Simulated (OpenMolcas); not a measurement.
# triplet CH7AlOSi at 6 levels

We compute a comparison of 6 runs (UHF/3-21G, UHF/cc-pVDZ, U-revPBE/cc-pVDZ, UBHLYP/cc-pVDZ, UPBE0/cc-pVDZ, USVWN5/cc-pVDZ) of triplet CH7AlOSi. 

The calculation is run with OpenMolcas 26.06.

### 1 The structure to begin with

CH7AlOSi has 11 atoms, charge 0, and is taken as a triplet. As SMILES of the parent species, `[CH3][AlH][O][SiH3]`. The shape is that of a PBE0-D4/def2-TZVP optimisation. This is one conformer, not always the lowest. That shape belongs to the parent species and isn't relaxed for this state.

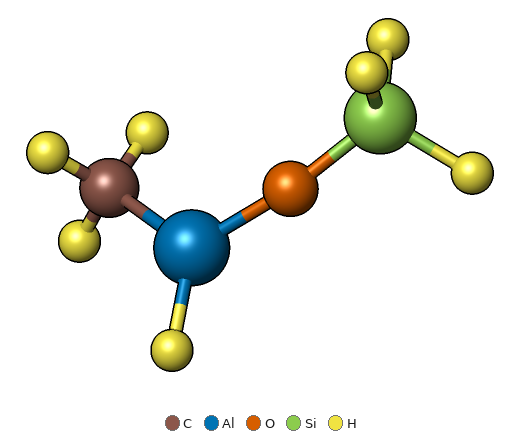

Viewed from a chosen angle; carbon brown, aluminium blue, oxygen orange, silicon green, hydrogen yellow.

### 2 A single-point energy at UHF/3-21G (run 1)

Input file mol.input:

```
* CH7AlOSi Hartree-Fock
&GATEWAY
BasLib
$CurrDir
Coord
11
bohr
C     -2.86501378     2.90413111    -0.80766895
Al    -2.16978354    -0.32484392     0.79255114
O      0.77006340    -1.55581152     0.66216003
Si     3.70518601    -2.30697765     0.21429494
H     -1.50535583     3.35275209    -2.29582827
H     -2.77222822     4.43216365     0.58751585
H     -4.76513340     2.96025597    -1.61949529
H     -4.20747522    -1.92393017     2.28600169
H      5.16178691    -1.97778736     2.59648370
H      4.86321018    -0.68011243    -1.76935057
H      3.90814260    -4.98774313    -0.60754695
Basis
3-21G
Group
NoSym
&SEWARD
&SCF
UHF
Spin
3
Thresholds
1e-10 1e-07 1e-07 1e-05
PrOrbitals
1 1
```

The basis set 3-21G is read from a file made from the Basis Set Exchange's data (not shown).

Launch:

```bash
$ export MOLCAS_MEM=1860
$ pymolcas mol.input > mol.log
```

Output:

```text
--- Start Module: gateway ---
[...]
--- Stop Module: gateway /rc=_RC_ALL_IS_WELL_ ---
--- Start Module: seward ---
[...]
      Basis functions           58
--- Stop Module: seward /rc=_RC_ALL_IS_WELL_ ---
--- Start Module: scf ---
[...]
       Convergence after  28 Iterations
[...]
::    Total SCF energy                               -644.0365290205
[...]
      Total spin, S                                     1.0069674107
[...]
      Total electronic charge=   48.000000
      Total            charge=   -0.000000
[...]
      Dipole Moment (debye):
      Origin of the operator (angstrom)=    0.1396   -0.3654    0.1614
                   X= -1.5196E+00               Y=  4.2742E+00               Z= -1.4016E+00           Total=  4.7479E+00
      Quadrupole Moment (debye*angstrom):
[...]
--- Stop Module: scf /rc=_RC_ALL_IS_WELL_ ---
[...]
```

Run time: 2.6 s. Hardware: 1 thread of Intel Xeon 6975P-C (Granite Rapids), shared host; peak memory 0.39 GiB.

### 3 The energy at UHF/cc-pVDZ (run 2)

Input file calc.inp:

```
* CH7AlOSi Hartree-Fock

&GATEWAY
  BasLib = $CurrDir
  Coord
  11
  bohr
  C     -2.86501378     2.90413111    -0.80766895
  Al    -2.16978354    -0.32484392     0.79255114
  O      0.77006340    -1.55581152     0.66216003
  Si     3.70518601    -2.30697765     0.21429494
  H     -1.50535583     3.35275209    -2.29582827
  H     -2.77222822     4.43216365     0.58751585
  H     -4.76513340     2.96025597    -1.61949529
  H     -4.20747522    -1.92393017     2.28600169
  H      5.16178691    -1.97778736     2.59648370
  H      4.86321018    -0.68011243    -1.76935057
  H      3.90814260    -4.98774313    -0.60754695
  Basis = cc-pVDZ
  Group = NoSym

&SEWARD

&SCF
  UHF
  Spin = 3
  Thresholds = 1e-10 1e-07 1e-07 1e-05
  PrOrbitals = 1 1
```

The basis set cc-pVDZ is read from a file made from the Basis Set Exchange's data (not shown).

Launch:

```bash
$ export MOLCAS_MEM=1860
$ pymolcas calc.inp > calc.log
```

Output:

```text
--- Start Module: gateway ---
[...]
--- Stop Module: gateway /rc=_RC_ALL_IS_WELL_ ---
--- Start Module: seward ---
[...]
      Basis functions           99
--- Stop Module: seward /rc=_RC_ALL_IS_WELL_ ---
[...]
--- Start Module: scf ---
[...]
       Convergence after  29 Iterations
[...]
::    Total SCF energy                               -647.5337451990
[...]
      Total spin, S                                     1.0029865533
[...]
      Total electronic charge=   48.000000
      Total            charge=   -0.000000
[...]
      Dipole Moment (debye):
      Origin of the operator (angstrom)=    0.1396   -0.3654    0.1614
                   X= -1.2628E+00               Y=  5.1551E+00               Z= -1.4994E+00           Total=  5.5152E+00
      Quadrupole Moment (debye*angstrom):
[...]
--- Stop Module: scf /rc=_RC_ALL_IS_WELL_ ---
[...]
```

Wall time 13 s (1 thread of Intel Xeon 6975P-C (Granite Rapids), shared host); peak memory 0.55 GiB.

Runs 3 to 5 aren't shown in full; the table further down has their settings and results.

### 4 The energy at USVWN5/cc-pVDZ (run 6)

Input file test.inp:

```
* CH7AlOSi Kohn-Sham DFT

&GATEWAY
 BasLib=$CurrDir
 Coord
 11
 angstrom
 C       -1.516100       1.536800      -0.427400
 Al      -1.148200      -0.171900       0.419400
 O        0.407500      -0.823300       0.350400
 Si       1.960700      -1.220800       0.113400
 H       -0.796600       1.774200      -1.214900
 H       -1.467000       2.345400       0.310900
 H       -2.521600       1.566500      -0.857000
 H       -2.226500      -1.018100       1.209700
 H        2.731500      -1.046600       1.374000
 H        2.573500      -0.359900      -0.936300
 H        2.068100      -2.639400      -0.321500
 Basis=cc-pVDZ
 Group=NoSym

&SEWARD
 GridInput
 Grid=UltraFine
 End of Grid

&SCF
 UHF
 Spin=3
 KSDFT=SVWN5
 Thresholds=1e-10 1e-07 1e-07 1e-05
 PrOrbitals=1
```

The basis set cc-pVDZ is read from a file made from the Basis Set Exchange's data (not shown).

Launch:

```bash
$ export MOLCAS_MEM=1860
$ pymolcas test.inp > test.log
```

Output:

```text
--- Start Module: gateway ---
[...]
--- Stop Module: gateway /rc=_RC_ALL_IS_WELL_ ---
--- Start Module: seward ---
[...]
      Basis functions           99
--- Stop Module: seward /rc=_RC_ALL_IS_WELL_ ---
[...]
--- Start Module: scf ---
[...]
       Convergence after  31 Iterations
[...]
::    Total KS-DFT energy                            -646.1718645657
[...]
      Total spin, S                                     1.0004882507
[...]
      Total electronic charge=   48.000000
      Total            charge=   -0.000000
[...]
      Dipole Moment (debye):
      Origin of the operator (angstrom)=    0.1396   -0.3654    0.1614
                   X=  7.5913E-01               Y=  1.3913E+00               Z= -9.4640E-01           Total=  1.8460E+00
      Quadrupole Moment (debye*angstrom):
[...]
--- Stop Module: scf /rc=_RC_ALL_IS_WELL_ ---
[...]
```

Run time: 48 s. Hardware: 1 thread of Intel Xeon 6975P-C (Granite Rapids), shared host; peak memory 0.55 GiB.

### 5 The series

```
run             level  integration grid  energy (Eh)  dipole moment (D)  HOMO energy (eV)   ⟨S²⟩  wall time
  1         UHF/3-21G                 –  -644.036529               4.75             -4.06  2.021      2.6 s
  2       UHF/cc-pVDZ                 –  -647.533745               5.52             -4.43  2.009       13 s
  3  U-revPBE/cc-pVDZ         UltraFine  -649.193651               1.95             -1.95  2.002       90 s
  4    UBHLYP/cc-pVDZ         UltraFine  -649.265098               2.85             -3.26  2.014       67 s
  5     UPBE0/cc-pVDZ         UltraFine  -648.965267               2.11             -2.76  2.006       75 s
  6    USVWN5/cc-pVDZ         UltraFine  -646.171865               1.85             -1.92  2.001       48 s
```

### 6 Results

```
                                 quantity          value
                      run 6: total energy  -646.17186 Eh
                     run 6: dipole moment         1.85 D
run 6: HOMO energy (highest over α and β)       -1.92 eV
                              run 6: ⟨S²⟩          2.001
```

The dipole moment (its size) runs from 1.85 D (USVWN5/cc-pVDZ) to 5.52 D (UHF/cc-pVDZ). Totals of different functionals can't be ranked against each other. All runs together took 4.9 min, the longest 90 s.
